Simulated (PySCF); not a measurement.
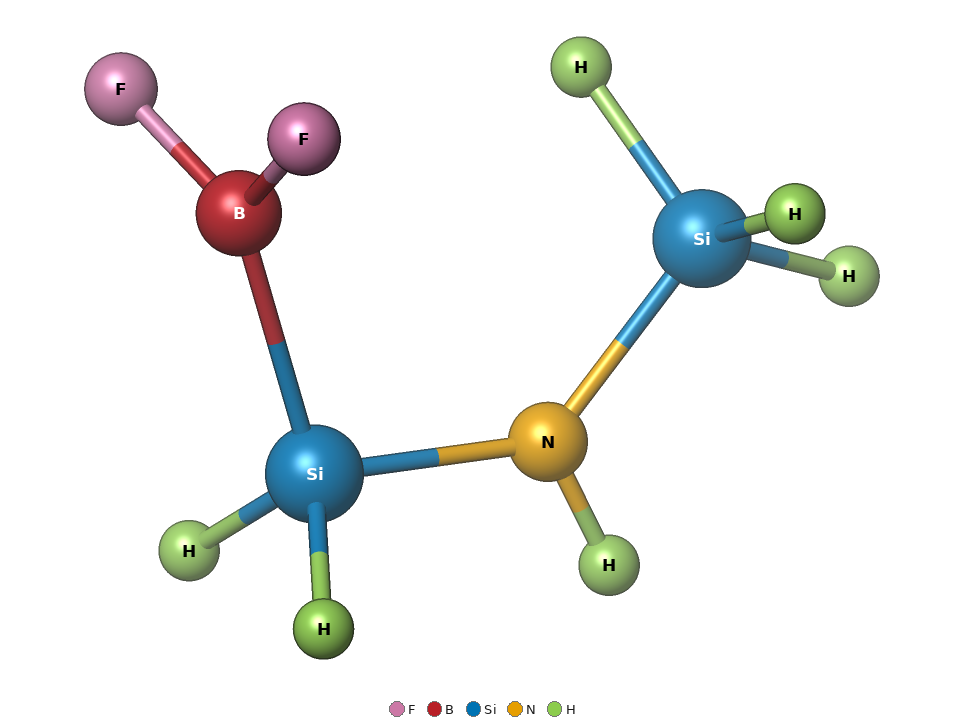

Orthographic view. Atoms fade into the background with distance from the viewer. Computed geometry: GFN2-xTB optimisation. No frequency run is at hand to confirm it as a minimum.

Question: Give the standard InChI.

Answer: InChI=1S/BF2H6NSi2/c2-1(3)6-4-5/h4H,6H2,5H3
